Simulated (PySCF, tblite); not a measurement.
Potential energy curve for BeH (cation, charge +1), singlet.

Methods: GFN2-xTB, 300 K electronic temperature (tblite); UCCSD(T) = CCSD(T) on UHF/cc-pVTZ run with PySCF; RMP2 = PySCF with MP2 on RHF/cc-pVTZ; RKS-BLYP = restricted BLYP/cc-pVTZ run with PySCF; RHF/cc-pVTZ (PySCF).

Energies are in mEh, each relative to the lowest point of its own curve near equilibrium.

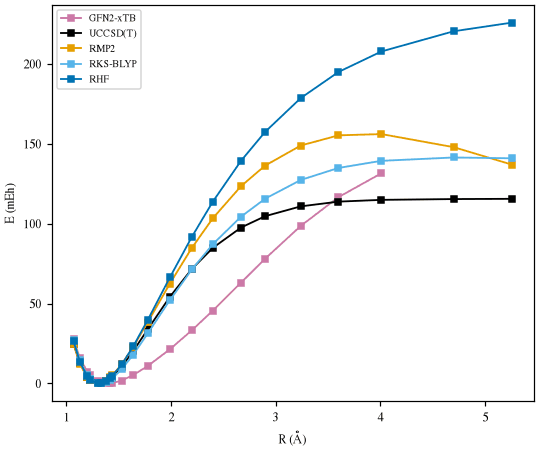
Figure. Energy against bond length for each method.

| R / Å | GFN2-xTB | UCCSD(T) | RMP2 | RKS-BLYP | RHF |
|---|---|---|---|---|---|
| 1.07 | 27.8 | 25.0 | 24.5 | 27.2 | 26.4 |
| 1.13 | 16.0 | 12.7 | 12.2 | 14.4 | 13.4 |
| 1.20 | 7.4 | 4.2 | 3.9 | 5.2 | 4.4 |
| 1.23 | 5.0 | 2.1 | 1.8 | 2.9 | 2.2 |
| 1.30 | 1.4 | 0.0 | 0.0 | 0.2 | 0.0 |
| 1.33 | 0.6 | 0.1 | 0.2 | 0.0 | 0.1 |
| 1.38 | 0.0 | 1.3 | 1.7 | 0.8 | 1.5 |
| 1.42 | 0.0 | 3.1 | 3.7 | 2.2 | 3.4 |
| 1.44 | 0.2 | 4.2 | 5.0 | 3.2 | 4.7 |
| 1.53 | 1.8 | 10.5 | 12.0 | 8.8 | 11.8 |
| 1.64 | 5.2 | 20.2 | 22.9 | 18.0 | 23.2 |
| 1.78 | 10.9 | 34.0 | 38.5 | 31.4 | 39.9 |
| 1.99 | 21.4 | 54.2 | 62.5 | 52.1 | 66.3 |
| 2.20 | 33.2 | 71.6 | 84.8 | 71.3 | 91.7 |
| 2.40 | 45.6 | 84.8 | 103.3 | 87.1 | 113.8 |
| 2.67 | 63.1 | 97.6 | 123.5 | 104.4 | 139.3 |
| 2.90 | 78.1 | 104.7 | 136.3 | 115.6 | 157.4 |
| 3.24 | 98.6 | 110.8 | 148.9 | 127.3 | 178.6 |
| 3.60 | 116.6 | 113.8 | 155.2 | 134.8 | 194.9 |
| 4.01 | 131.5 | 114.9 | 156.0 | 139.3 | 207.7 |
| 4.70 | — | 115.4 | 147.8 | 141.4 | 220.4 |
| 5.26 | — | 115.5 | 136.8 | 140.9 | 225.8 |

At the longest distance, 5.26 Å, RHF lies highest above its minimum (225.8 mEh) and UCCSD(T) lowest (115.5 mEh).

The RMP2 curve passes through a maximum at 4.01 Å and then falls by 19.2 mEh up to the last usable point.

Dashes: no converged value, or the column stops at the first point that the program doubted or that broke a chosen test of continuity, which isn't proof of a fault.

The unrestricted determinant behind UCCSD(T) is spin-contaminated at 1.78 to 5.26 Å (<S²> up to 1.0, against 0.00 for a pure singlet). The restricted form behind RMP2, RKS-BLYP, RHF keeps the bonding electrons paired and can't separate into open-shell fragments. The T1 diagnostic of CCSD on the restricted reference of RMP2 exceeds 0.045 at 2.67 to 5.26 Å. At the longest distance RKS-BLYP leaves fractional charges on the fragments, a sign of delocalisation error or of the restricted form.
